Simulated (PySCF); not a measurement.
# C4H4F4OSi (SMILES O=C(F)/C(=C/[SiH3])C(F)(F)F): what the fields show

```xyz
14

O    -2.9265   -0.9962    0.3751
C    -1.8098   -1.2393    0.0826
F    -1.4590   -2.5202   -0.2246
C    -0.6467   -0.3350    0.0051
C     0.6094   -0.7537   -0.1651
Si    2.2033    0.2895   -0.2079
C    -1.0173    1.1127    0.2101
F    -1.3186    1.3746    1.4900
F    -2.0660    1.4845   -0.5281
F    -0.0186    1.9510   -0.1166
H     0.7329   -1.8230   -0.2821
H     2.1799    1.0671   -1.4411
H     2.2628    1.0966    1.0044
H     3.2733   -0.7091   -0.2239
```

Geometry: GFN2-xTB.

Level of theory: PySCF 2.14.0, PBE0/pcSseg-1, SCF density, gas phase, non-relativistic.

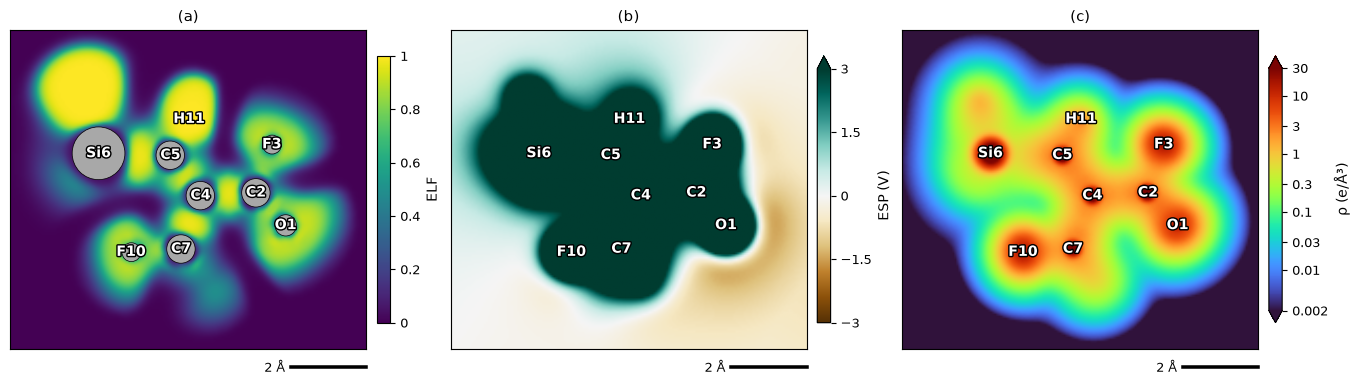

Figure 1. (a) ELF; (b) molecular electrostatic potential; (c) total electron density on the plane of atoms C2, C4 and C5. Grey discs cover the atomic cores in the ELF map.

> Read the bonding off the picture.

The section cuts through O, C, F, Si and H sites.
C–O (1.18 Å): the density is about 3.5 e/Å³ at the midpoint; the ELF peaks at about 0.85 between the atoms: a short, multiple covalent bond.
C–C (1.34 Å): ρ at the midpoint is about 2.3 e/Å³; the ELF peaks at about 0.95 between the atoms (a multiple bond).
C–F (1.36 Å): the density is about 2.2 e/Å³ at the midpoint, with its minimum of 1.8 e/Å³ about 0.5 Å from C; the ELF peaks at about 0.80 between the atoms: a shared but strongly polarised pair.
C–Si (1.91 Å): ρ is about 0.9 e/Å³ halfway; the ELF peaks at about 1 between the atoms: localised, covalent bonding.
C–H (1.08 Å): the density is about 2.1 e/Å³ at the midpoint; the ELF climbs to about 1 towards the hydrogen, as it does in any bond to H (a covalent bond by its length).
The ELF also peaks beside F10, O1 and F3, away from the bonds: lone-pair regions.
Outside the dense part of the molecule the potential is most negative (−1.5 V) near O1.

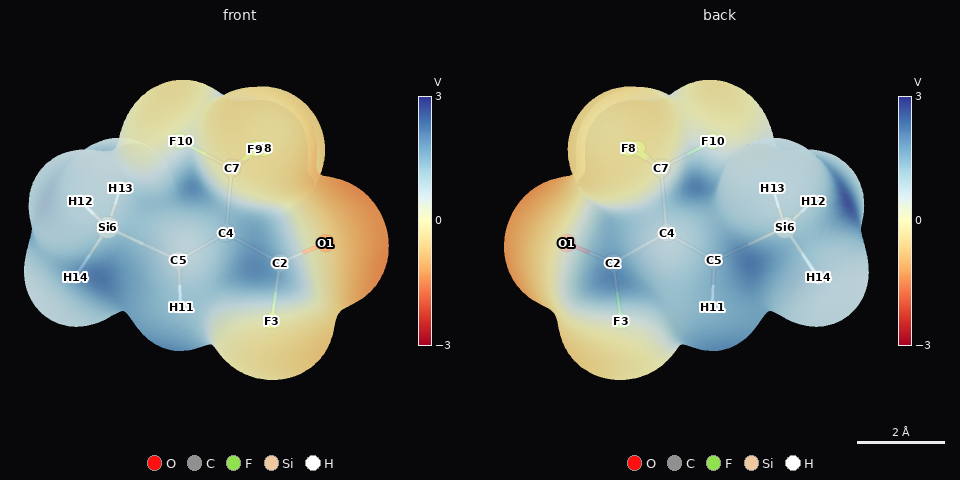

Figure 2. The molecular electrostatic potential painted on the density surface at 0.004 e/bohr³, seen from the front and from behind; red is negative and blue positive.

> Which sites attract a positive test charge, and which a negative one?

A positive charge is drawn to the negative regions and a negative charge to the positive ones. The most negative region (about −1.4 V) lies over O1, the most positive (about +2.6 V) over Si6. O1 is the likeliest acceptor of a hydrogen bond.

> What dipole moment does the calculation give?

Its dipole moment is 3.98 D.
